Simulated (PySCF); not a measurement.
**SnH3Cl (SMILES [Cl][SnH3]) at CCSD(T)/def2-SVPD (core potential)**

Aim: the vertical singlet–triplet gap of SnH3Cl at CCSD(T)/def2-SVPD (core potential), from 2 runs. 

Program for the calculation: PySCF 2.14.0.

2 further runs of the same task are left out: 1 that didn't finish, 1 set aside as unsound or not needed.

### Step 1. The molecule

SnH3Cl has 5 atoms, charge 0, and is taken as a singlet. SMILES: `[Cl][SnH3]`. The shape is that of a PBE0-D4/def2-TZVP optimisation.

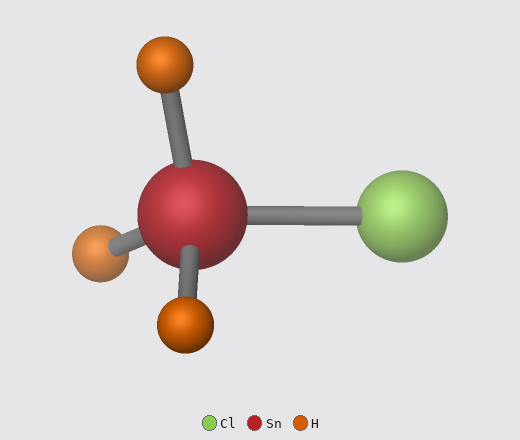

The structure, seen from a chosen angle (chlorine green, tin red, hydrogen orange).

### Step 2. A single-point energy at CCSD(T)/def2-SVPD (core potential)

calc.py reads:

```python
# [Cl][SnH3]
from pyscf import gto, cc

molecule = gto.M(
    atom=[
    ('Cl', (-1.839400, 0.332400, 1.029900)),
    ('Sn', (0.168900, -0.044500, -0.097500)),
    ('H', (-0.120500, 0.362900, -1.722400)),
    ('H', (0.522700, -1.694200, 0.111100)),
    ('H', (1.318200, 0.969900, 0.637400)),
],
    ecp={'Sn': 'def2-svp'},
    spin=0,
    charge=0,
    verbose=3,
    basis='def2-svpd',
    max_memory=1860,
)

mf = molecule.RHF()
mf.conv_tol = 1e-10
mf.kernel()
if not mf.converged:
    mf = mf.newton().run(mf.mo_coeff, mf.mo_occ)

mycc = cc.CCSD(mf, frozen=9)
mycc.kernel()
e_t = mycc.ccsd_t()
e_final = mycc.e_tot + e_t
print('Final energy', e_final)
```

Started as:

```bash
$ OMP_NUM_THREADS=1 python calc.py
```

The log of the run:

```text
converged SCF energy = -674.474573656501
E(CCSD) = -674.78202524482  E_corr = -0.3074515883188059
CCSD(T) correction = -0.00788586539412933
Final energy -674.7899111102141
```

It took 20 s on 1 thread of Arm Neoverse V2, shared host; peak memory 0.38 GiB.

### Step 3. The triplet, same level

run.py reads:

```python
from pyscf import gto, scf, cc

system = gto.M(
    atom='''
Cl    -3.475962     0.628145     1.946229
Sn     0.319175    -0.084093    -0.184248
H     -0.227712     0.685782    -3.254864
H      0.987760    -3.201574     0.209949
H      2.491037     1.832845     1.204511
''',
    verbose=3,
    unit='bohr',
    max_memory=1860,
    spin=2,
    basis='def2-svpd',
    ecp={'Sn': 'def2-svp'},
)

myscf = scf.UHF(system)
myscf.conv_tol = 1e-10
myscf.kernel()
if not myscf.converged:
    myscf = myscf.newton().run(myscf.mo_coeff, myscf.mo_occ)

mycc = cc.CCSD(myscf, frozen=9)
mycc.kernel()
e_t = mycc.ccsd_t()
e_final = mycc.e_tot + e_t
print(f'total energy: {e_final:.8f} hartree')
```

Started as:

```bash
$ OMP_NUM_THREADS=1 python run.py
```

The log of the run:

```text
WARN: HOMO -0.499568024704729 >= LUMO -0.770369421724907

WARN: HOMO -0.00170697866983716 >= LUMO -0.120528801368557

converged SCF energy = -674.241231194443  <S^2> = 2.0138087  2S+1 = 3.0091917
E(UCCSD) = -674.5452880587773  E_corr = -0.3040568643339854
UCCSD(T) correction = -0.00928621815563213
total energy: -674.55457428 hartree
```

Wall time 3.3 min (1 thread of Arm Neoverse V2, shared host); peak memory 1.3 GiB.

### Step 4. Summary of results

Level: CCSD(T)/def2-SVPD (core potential), 9 core orbitals frozen.

| quantity | value |
| --- | --- |
| singlet: total energy | -674.78991 Eh |
| singlet: dipole moment (Hartree–Fock density) | 2.80 D |
| singlet: HOMO energy (Hartree–Fock orbitals) | -11.85 eV |
| singlet: LUMO energy (Hartree–Fock orbitals) | 1.45 eV |
| singlet: HOMO–LUMO gap (Hartree–Fock orbitals) | 13.30 eV |
| singlet: correlation energy (9 core orbitals frozen) | -315.3 mEh |
| singlet: (T) correction | -7.89 mEh |
| singlet: T1 diagnostic | 0.008 |
| triplet: total energy | -674.55457 Eh |
| triplet: dipole moment (Hartree–Fock density) | 2.97 D |
| triplet: HOMO energy (Hartree–Fock orbitals) (highest over α and β) | -4.53 eV |
| triplet: LUMO energy (Hartree–Fock orbitals) (lowest over α and β) | -2.99 eV |
| triplet: correlation energy (9 core orbitals frozen) | -313.3 mEh |
| triplet: (T) correction | -9.29 mEh |
| triplet: ⟨S²⟩ of the reference determinant | 2.014 |
| triplet: T1 diagnostic | 0.035 |
| vertical energy of the triplet above the singlet | 6.404 eV |

What this shows: At this shape the triplet lies 6.40 eV (148 kcal/mol) above the singlet. Mulliken charges (singlet) of the mean-field density run from -0.69 on Cl1 to +1.15 on Sn2; in a basis this large or diffuse they mean little. The triples (singlet) make up 2.5 % of the correlation energy. The triples (triplet) make up 3.0 % of the correlation energy.
